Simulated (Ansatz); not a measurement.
**What a change does: single-point calculation on CH5Si2**

System: CH5Si2, charge +1, SMILES [CH2+][SiH]=[SiH2].
Method of the first run: RKS PBE0-D4/def2-TZVPP (Ansatz 0.2.0).

The geometry comes from this level: PBE0-D4/def2-TZVP. Text and figures count atoms from 1; the logs count them from 0 in places.

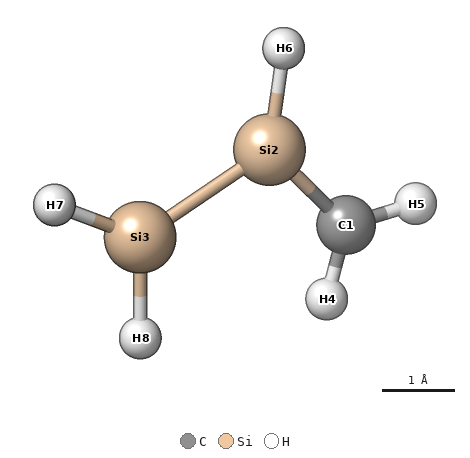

Figure 1. The structure as given in the input (ball-and-stick view, seen at a tilt; atoms are numbered from 1 in the order of the input). Bond lengths as drawn: C–H 1.09 Å, C–Si 1.73 Å, H–Si 1.47 to 1.48 Å and Si–Si 2.24 Å.

## The input, the first run
```yaml
crystal:
  periodic: [false, false, false]
  atoms:
    - {symbol: C, position_ang: [-1.079817, 0.829970, -0.796862]}
    - {symbol: Si, position_ang: [0.288900, 0.864597, 0.268345]}
    - {symbol: Si, position_ang: [0.870507, -1.270422, 0.611870]}
    - {symbol: H, position_ang: [-1.480788, -0.112384, -1.158937]}
    - {symbol: H, position_ang: [-1.601295, 1.714013, -1.154780]}
    - {symbol: H, position_ang: [0.960885, 2.034921, 0.852236]}
    - {symbol: H, position_ang: [1.979790, -1.762735, 1.451924]}
    - {symbol: H, position_ang: [0.061809, -2.297970, -0.073797]}
basis:
  gaussian: {orbitals: def2-TZVPP}
total_charge: 1
hamiltonian: {xc: pbe0, dispersion: d4}
output: {orbitals: {seedname: orbitals}}
```

Launched with:
```bash
ansatz run in.yaml --threads 2 --pin off --events-out ev --progress --plain --max-ram 4352MiB
```

Hardware: 2 threads of Arm Neoverse V1, 23 GiB of memory available, shared host.

## Output (the first run)
```
Functional definition: PBE0
  parameter a = 0.25
  parameter kappa = 0.804
  parameter beta = 0.06672455060314922
  exchange = (1 - a)*pbe_x(kappa = kappa, mu = beta*pi^2/3) + a*exact_x
  correlation = pbe_c(beta = beta)
1057 factors; their error is unknown
mean field evaluation 1: about -16839.7273 eV, gradient 7.8e1 eV
mean field evaluation 2: about -16735.8094 eV, gradient 1.4e2 eV
mean field evaluation 4: about -16855.9804 eV, gradient 1.1e1 eV
mean field evaluation 8: about -16856.3118 eV, gradient 6.1e-2 eV
mean field evaluation 16: about -16856.3430 eV, gradient 3.3e-5 eV
mean field -16856.34300421 eV, -619.4591797649 hartree, gradient 3.3e-5 eV, S^2 0.000000; 0 other end points of the search recorded, 0 dependent functions left out
reference -16856.34303706 eV, -619.4591809723 hartree; 19, 19 occupied and 166, 166 virtual orbitals, 1057 factors
Total energy: -16856.47287458 eV, -619.4639524131 hartree
```

The input of the second run differs as follows (lines with − go, lines with + come):
```diff
-    - {symbol: C, position_ang: [-1.079817, 0.829970, -0.796862]}
-    - {symbol: Si, position_ang: [0.288900, 0.864597, 0.268345]}
-    - {symbol: Si, position_ang: [0.870507, -1.270422, 0.611870]}
-    - {symbol: H, position_ang: [-1.480788, -0.112384, -1.158937]}
-    - {symbol: H, position_ang: [-1.601295, 1.714013, -1.154780]}
-    - {symbol: H, position_ang: [0.960885, 2.034921, 0.852236]}
-    - {symbol: H, position_ang: [1.979790, -1.762735, 1.451924]}
-    - {symbol: H, position_ang: [0.061809, -2.297970, -0.073797]}
+    - {symbol: C, position_ang: [-1.088222, 0.727910, -0.630818]}
+    - {symbol: Si, position_ang: [0.124683, 0.389278, 0.715320]}
+    - {symbol: Si, position_ang: [1.117570, -1.513468, 1.465350]}
+    - {symbol: H, position_ang: [-1.477082, -0.185396, -1.080598]}
+    - {symbol: H, position_ang: [-0.624089, 1.357543, -1.394634]}
+    - {symbol: H, position_ang: [0.882233, 1.546285, 1.267532]}
+    - {symbol: H, position_ang: [1.524912, -0.549945, 0.132965]}
+    - {symbol: H, position_ang: [-1.920752, 1.287766, -0.189645]}
```

How does the second run compare with the first run?

With the same method and basis, the second run lies 15.5 kcal/mol lower. The HOMO goes from −12.45 to −12.63 eV. The LUMO goes from −9.14 to −8.98 eV.

## Output (the second run)
```
Functional definition: PBE0
  parameter a = 0.25
  parameter kappa = 0.804
  parameter beta = 0.06672455060314922
  exchange = (1 - a)*pbe_x(kappa = kappa, mu = beta*pi^2/3) + a*exact_x
  correlation = pbe_c(beta = beta)
1057 factors; their error is unknown
mean field evaluation 1: about -16844.6833 eV, gradient 7.0e1 eV
mean field evaluation 2: about -16791.9763 eV, gradient 1.2e2 eV
mean field evaluation 4: about -16856.7648 eV, gradient 9.3e0 eV
mean field evaluation 8: about -16857.0023 eV, gradient 1.4e-1 eV
mean field evaluation 16: about -16857.0294 eV, gradient 3.1e-4 eV
mean field -16857.02943176 eV, -619.4844055121 hartree, gradient 2.6e-5 eV, S^2 0.000000; 0 other end points of the search recorded, 0 dependent functions left out
reference -16857.02946180 eV, -619.4844066163 hartree; 19, 19 occupied and 166, 166 virtual orbitals, 1057 factors
Total energy: -16857.14625280 eV, -619.4886986063 hartree
```

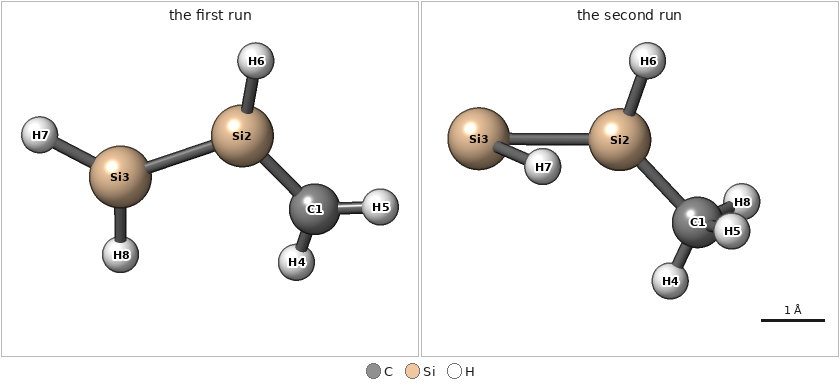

Figure 2. The two input geometries at one scale (ball-and-stick view, seen at a tilt). The atom that moves furthest after the best rigid fit is H8 (3.35 Å). Largest moves by element: H 3.35 Å, Si 1.18 Å, C 0.72 Å. Among the contacts that change: Si3–H8 1.476 → 4.452 Å, C1–H8 3.407 → 1.096 Å, Si3–H7 1.476 → 1.694 Å, C1–Si2 1.735 → 1.843 Å.

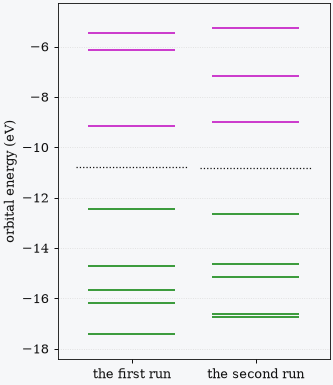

Figure 3. The five highest filled and three lowest empty orbital energies of the two runs; the dotted lines part filled from empty levels. The HOMO–LUMO gap is 3.32 eV in the first run and 3.65 eV in the second run.

## The two runs side by side

```csv
quantity,the first run,the second run
outcome,converged,converged
total energy (hartree),−619.463952,−619.488699
HOMO (eV),−12.45,−12.63
LUMO (eV),−9.14,−8.98
basis functions,185,185
wall time (shared host),2.5 s,2.6 s
```
